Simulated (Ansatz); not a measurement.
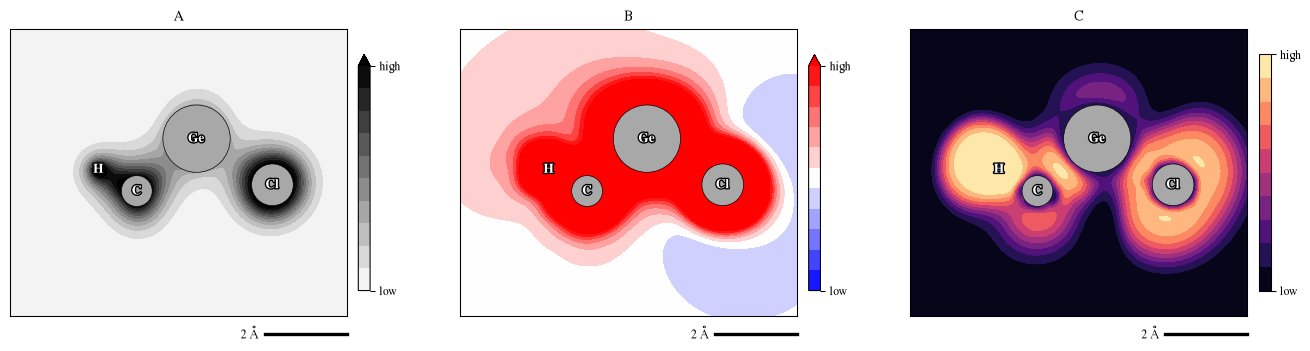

CH₅ClGe···H₂: 3 fields on the plane of atoms Ge1, C5 and H8, with unlabelled colour scales. Grey discs cover the atomic cores.

The product side of a reaction path; geometry: PBE0-D4/def2-TZVP.

Level of theory: RKS PBE0-D4/def2-TZVPP in Ansatz 0.2.0.

**The panels show electron density, electron localisation function and electrostatic potential in some order. Assign them.**

Panel A: electron density. Panel B: electrostatic potential (strongly positive close to the atoms, with negative regions outside electron-rich atoms). Panel C: electron localisation function. From the grid: C–Ge (1.94 Å): the density is about 0.9 e/Å³ at the midpoint; the ELF peaks at about 0.90 between the atoms (a covalent bond). Ge–Cl (2.17 Å): ρ is about 0.76 e/Å³ halfway; the ELF peaks at about 0.85 in the valence shell of Cl, 0.8 Å from its nucleus, and is about 0.70 at the midpoint.
